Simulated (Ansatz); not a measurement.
# Calculations on SiNH₆Cl

## 1. Relaxation

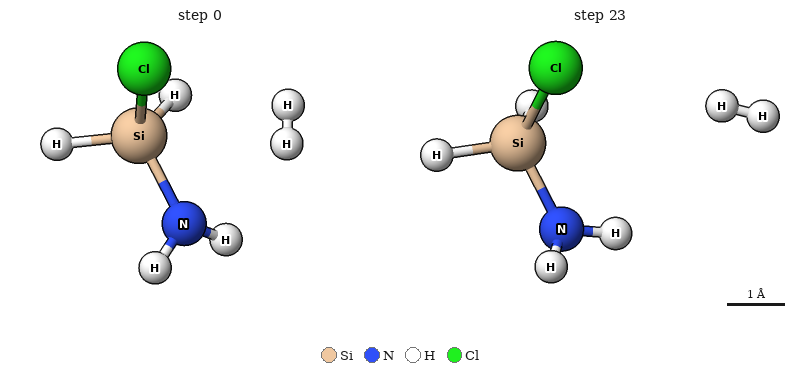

The structure of SiNH$_{6}$Cl before (left) and after (right) a relaxation, at one scale.

A ball-and-stick model, seen at a tilt.

The run prepares an end point of a later path (reaction) calculation, from a guessed geometry.

All numbers below come from Ansatz 0.2.0, RKS B3LYP/def2-SVP.

The input:
```yaml
crystal:
  periodic: [false, false, false]
  atoms:
    - { symbol: Si, position_ang: [-0.576649, 0.697687, 0.134851] }
    - { symbol: "N", position_ang: [0.278752, -0.639691, 0.933287] }
    - { symbol: H, position_ang: [-1.429624, 0.155614, -0.945568] }
    - { symbol: H, position_ang: [-1.391937, 1.492298, 1.093382] }
    - { symbol: Cl, position_ang: [0.746566, 2.091018, -0.685151] }
    - { symbol: H, position_ang: [0.995864, -0.969194, -1.258137] }
    - { symbol: H, position_ang: [0.735097, -0.66619, -1.834605] }
    - { symbol: H, position_ang: [0.544066, -0.564374, 1.910197] }
    - { symbol: H, position_ang: [0.097866, -1.597068, 0.651646] }
basis:
  gaussian: { orbitals: def2-SVP }
hamiltonian:
  xc: b3lyp
relax:
  f_tol: 0.03
  max_steps: 50
```

Run as
```bash
ansatz run input.yaml --threads 2 --pin off --max-ram 3072MiB --backend cpu --events-out ev --progress --plain --runs-dir out
```

Describe what moved and what it gained.

Answer. The energy falls by 38.5 kJ/mol in 20 accepted moves (23 points after the start). Largest force component: 2.2 eV/Å at the start, 0.011 eV/Å at the end. The line search rejected the trial steps at points 8, 10, 14 of the run. The forces were under the threshold at step 13, but the run went on from there. H7 moves most after the best rigid fit: 1.50 Å. By element the largest moves are H 1.50 Å, N 0.60 Å, Cl 0.47 Å, Si 0.44 Å. Near-neighbour distances that change, for instance: H6–H7 0.702 → 0.762 Å, Si1–N2 1.777 → 1.718 Å, Si1–Cl5 2.089 → 2.105 Å, Si1–H4 1.488 → 1.483 Å. Bond angles that change, for instance: N2–Si1–H4 112.1° → 108.3°, N2–Si1–Cl5 111.9° → 115.1°, H3–Si1–H4 110.5° → 113.1°. Cost: 46 s on 2 threads of Intel(R) Xeon(R) Platinum 8259CL CPU @ 2.50GHz (Skylake/Cascade Lake) (shared host), peak memory 0.17 GiB.

Limits of the set-up: the start holds two separate molecules, 2.2 Å apart at their closest, whose relative position is a soft coordinate and is computed without a dispersion correction.

## 2. Relaxation

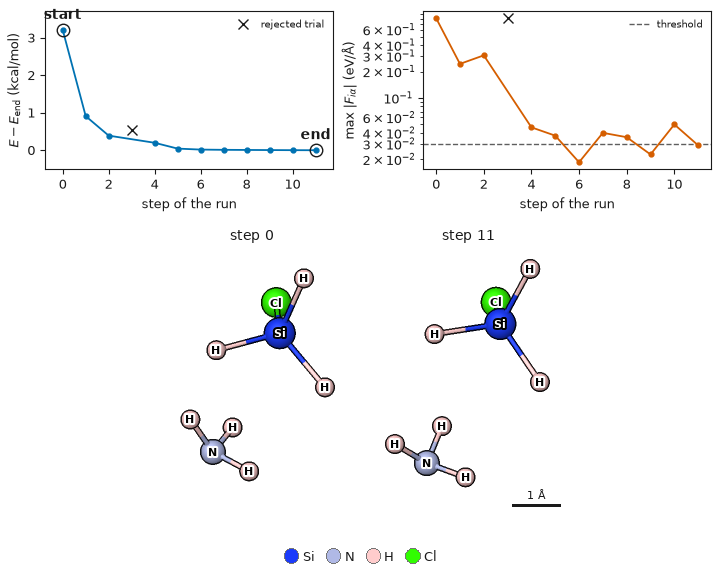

First and last geometry of a relaxation of SiNH$_{6}$Cl, with the history of the run. The picture is a ball-and-stick view, seen from a free direction.

The run prepares an end point of a later path (reaction) calculation, from a guessed geometry.

All numbers below come from RKS B3LYP/def2-SVP in Ansatz 0.2.0.

Input file:
```yaml
crystal:
  periodic: [false, false, false]
  atoms:
    - { symbol: Si, position_ang: [-0.751454, 0.740278, -0.71271] }
    - { symbol: "N", position_ang: [1.006175, -1.248653, 0.947763] }
    - { symbol: H, position_ang: [-1.621336, 1.495278, -1.655756] }
    - { symbol: H, position_ang: [-1.545529, 0.370015, 0.485234] }
    - { symbol: Cl, position_ang: [0.793776, 2.028116, -0.164592] }
    - { symbol: H, position_ang: [0.923493, -1.267847, -0.067176] }
    - { symbol: H, position_ang: [-0.208769, -0.422935, -1.37726] }
    - { symbol: H, position_ang: [1.331534, -0.319833, 1.209871] }
    - { symbol: H, position_ang: [0.072111, -1.37432, 1.334526] }
basis:
  gaussian: { orbitals: def2-SVP }
hamiltonian:
  xc: b3lyp
relax:
  f_tol: 0.03
  max_steps: 50
```

Run as
```bash
ansatz run input.yaml --threads 2 --pin off --max-ram 3072MiB --backend cpu --events-out ev --progress --plain --runs-dir out
```

### Read the history and describe the run.

It converged. The largest move after the best rigid fit is that of H6, 0.58 Å. By element the largest moves are H 0.58 Å, N 0.30 Å, Si 0.24 Å, Cl 0.10 Å. Some distances before and after: Si1–H7 1.445 → 1.485 Å. The energy falls by 3.21 kcal/mol in 10 accepted moves (11 points after the start). Largest force component: 0.81 eV/Å at the start, 0.029 eV/Å at the end. The line search rejected the trial step at point 3 of the run. The forces were under the threshold at step 6, but the run went on from there.

| step | E − E(0), kcal/mol | largest force component, eV/Å | note |
| --- | --- | --- | --- |
| 0 | 0.00 | 0.8110 |  |
| 1 | -2.30 | 0.2446 |  |
| 2 | -2.82 | 0.3061 |  |
| 3 | -2.66 | 0.8165 | rejected |
| 4 | -3.01 | 0.0462 |  |
| 5 | -3.16 | 0.0372 |  |
| 6 | -3.19 | 0.0185 |  |
| 7 | -3.20 | 0.0400 |  |
| 8 | -3.20 | 0.0357 |  |
| 9 | -3.20 | 0.0227 |  |
| 10 | -3.21 | 0.0499 |  |
| 11 | -3.21 | 0.0288 |  |

## 3. Path

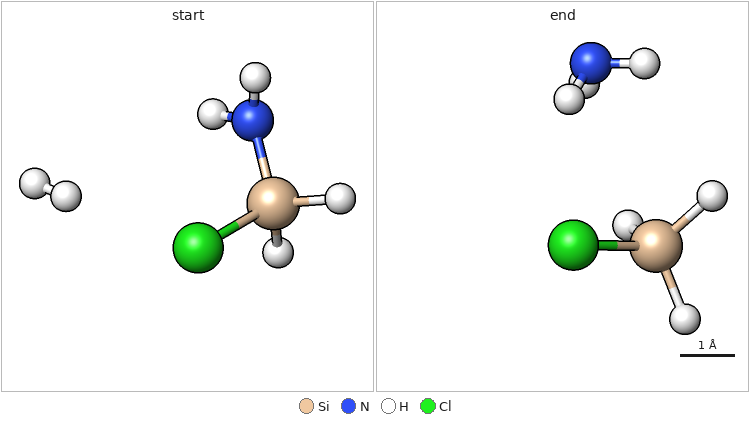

The two relaxed end points of a path for SiNH$_{6}$Cl, made up at the start of SiNH$_{4}$Cl and H2. The picture is a ball-and-stick view, seen at a tilt.

Level of theory: RKS B3LYP/def2-SVP (Ansatz).

Run with 5 movable images; climbing image; force threshold 0.05 eV/Å; iteration limit 60.

Start:
```xyz
9

Si   -0.8445    0.8189    0.4585
N    -0.2516   -0.6090    1.2075
H    -2.0446    0.4668   -0.3390
H    -1.1228    1.8203    1.5168
Cl    0.4953    1.7509   -0.8715
H     1.6092   -0.7887   -2.1278
H     1.8358   -1.4504   -2.4296
H     0.4697   -0.5472    1.9211
H    -0.1465   -1.4614    0.6639
```

End:
```xyz
9

Si   -0.9602    0.9090   -0.7327
N     1.2786   -1.3933    1.0123
H    -1.9123    1.7961   -1.4508
H    -1.6509    0.2417    0.4004
Cl    0.5851    2.0954    0.0093
H     1.2412   -1.6625    0.0278
H    -0.3984   -0.0939   -1.6735
H     1.4864   -0.3937    1.0296
H     0.3306   -1.4987    1.3776
```

Q: What barrier does the band find between them, and by what path?

A: The highest point, image 4, lies 2.18 eV above the start and 1.86 eV above the end; the end is at +0.32 eV relative to the start. Breaking: H6–H7 (0.76 → 1.10 at the top → 2.84 Å), Si1–N2 (1.72 → 1.90 at the top → 3.65 Å). Forming: N2–H6 (3.82 → 1.25 at the top → 1.02 Å), Si1–H7 (4.55 → 1.83 at the top → 1.49 Å). The band is converged. At the top, the vibrational analysis gives one imaginary mode (1487i cm⁻¹), as a transition state must have.

Energies of the converged images:

```json
{"image": "0", "path (Å)": "0.00", "E (eV)": "0.000"}
{"image": "1", "path (Å)": "1.07", "E (eV)": "0.013"}
{"image": "2", "path (Å)": "2.13", "E (eV)": "0.125"}
{"image": "3", "path (Å)": "3.20", "E (eV)": "0.449"}
{"image": "4", "path (Å)": "4.27", "E (eV)": "2.182"}
{"image": "5", "path (Å)": "6.28", "E (eV)": "0.470"}
{"image": "6", "path (Å)": "8.29", "E (eV)": "0.319"}
```

The geometry at the top of the path:

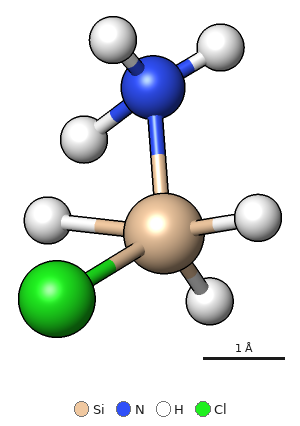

Limits of the set-up: the start holds two separate molecules, 3.0 Å apart at their closest, whose relative position is a soft coordinate and is computed without a dispersion correction.
